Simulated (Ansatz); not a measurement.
**Run report: CH₃AlClGa, single-point calculation**

The run: single-point calculation of CH₃AlClGa. Method and program: RKS CAM-B3LYP-D4/def2-TZVPP (Ansatz 0.2.0).

The geometry comes from this level: PBE0-D4/def2-TZVP.

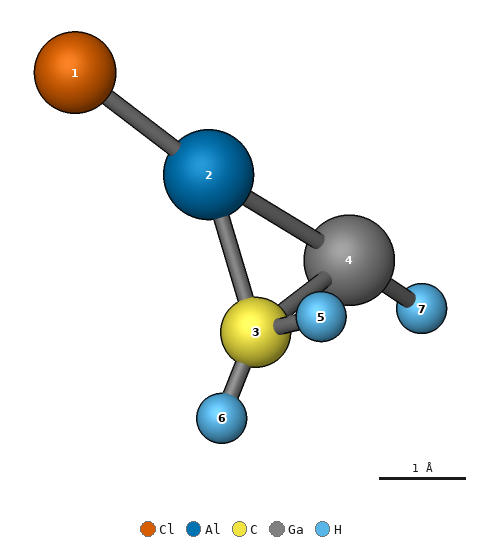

The input geometry (ball-and-stick view, seen at a tilt; atoms are numbered from 1 in the order of the input). Sticks mark near contacts.

**Results in brief**

- outcome: converged
- total energy: −72587.9314 eV
- mean-field energy: −72587.7814 eV
- dispersion energy: −0.1499 eV
- SCF solution under orbital rotations: stable
- HOMO: −7.18 eV
- LUMO: −1.27 eV
- hardware: 2 threads of Intel Xeon, 15 GiB of memory available, shared host
- wall time: 3.1 s (CPU time 5.9 s)
- peak memory: 0.68 GiB

**The input**
```yaml
crystal:
  periodic: [false, false, false]
  atoms:
    - {symbol: Cl, position_ang: [-2.621935, -1.901794, 0.922054]}
    - {symbol: Al, position_ang: [-1.195352, -0.530193, 0.216686]}
    - {symbol: C, position_ang: [0.665680, -0.115879, 0.492293]}
    - {symbol: Ga, position_ang: [0.151514, 0.855395, -1.217612]}
    - {symbol: H, position_ang: [0.438712, 0.750158, 1.164190]}
    - {symbol: H, position_ang: [1.602774, -0.569429, 0.815031]}
    - {symbol: H, position_ang: [0.958595, 1.511741, -2.392653]}
basis:
  gaussian: {orbitals: def2-TZVPP}
hamiltonian: {xc: {name: CAM-B3LYP}, dispersion: d4}
output: {orbitals: {seedname: orbitals}}
```

Launched with:
```bash
ansatz run in.yaml --threads 2 --pin off --events-out ev --progress --plain --max-ram 4352MiB
```

**What the program printed**
```
Functional definition: CAM-B3LYP
  name "CAM-B3LYP"
  cite "Yanai, Tew & Handy, Chem. Phys. Lett. 393, 51 (2004) doi:10.1016/j.cplett.2004.06.011"
  cite "Iikura, Tsuneda, Yanai & Hirao, J. Chem. Phys. 115, 3540 (2001) doi:10.1063/1.1383587"
  cite "Becke, Phys. Rev. A 38, 3098 (1988) doi:10.1103/PhysRevA.38.3098"
  cite "Lee, Yang & Parr, Phys. Rev. B 37, 785 (1988) doi:10.1103/PhysRevB.37.785"
  cite "Vosko, Wilk & Nusair, Can. J. Phys. 58, 1200 (1980) doi:10.1139/p80-159"
  parameter alpha = 0.19
  parameter beta = 0.46
  parameter omega = 0.33/bohr
  parameter ac = 0.81
  # Exact exchange under (alpha + beta erf(omega r))/r, Becke's under what is left of 1/r.
  exchange = (1 - alpha - beta)*b88_x + beta*b88_x_sr(omega) + alpha*exact_x + beta*exact_x_lr(omega)
  correlation = (1 - ac)*vwn5_c + ac*lyp_c
1361 factors; their error is unknown
302 factors; integrals over basis functions are off by at most 1.3e-5 eV
mean field evaluation 1: about -72579.0416 eV, gradient 6.3e1 eV
mean field evaluation 2: about -72571.0631 eV, gradient 7.9e1 eV
mean field evaluation 4: about -72587.5855 eV, gradient 3.9e0 eV
mean field evaluation 8: about -72587.6156 eV, gradient 1.2e-1 eV
mean field evaluation 16: about -72587.7813 eV, gradient 1.9e-4 eV
mean field -72587.78131125 eV, -2667.5517614230 hartree, gradient 2.3e-5 eV, S^2 0.000000; 0 other end points of the search recorded, 0 dependent functions left out
reference -72587.78144521 eV, -2667.5517663459 hartree; 35, 35 occupied and 170, 170 virtual orbitals, 1361 factors
Total energy: -72587.93135160 eV, -2667.5572753042 hartree
```

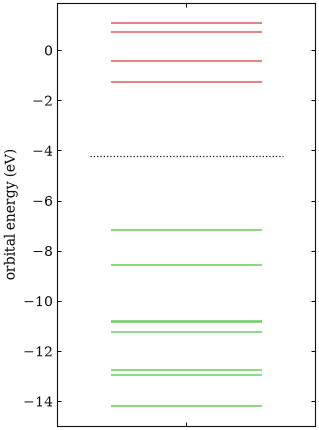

Orbital energies near the frontier; the dotted line parts filled from empty levels, and levels within 0.02 eV of each other stand side by side. Highest filled −7.18 eV, lowest empty −1.27 eV, 5.91 eV apart.
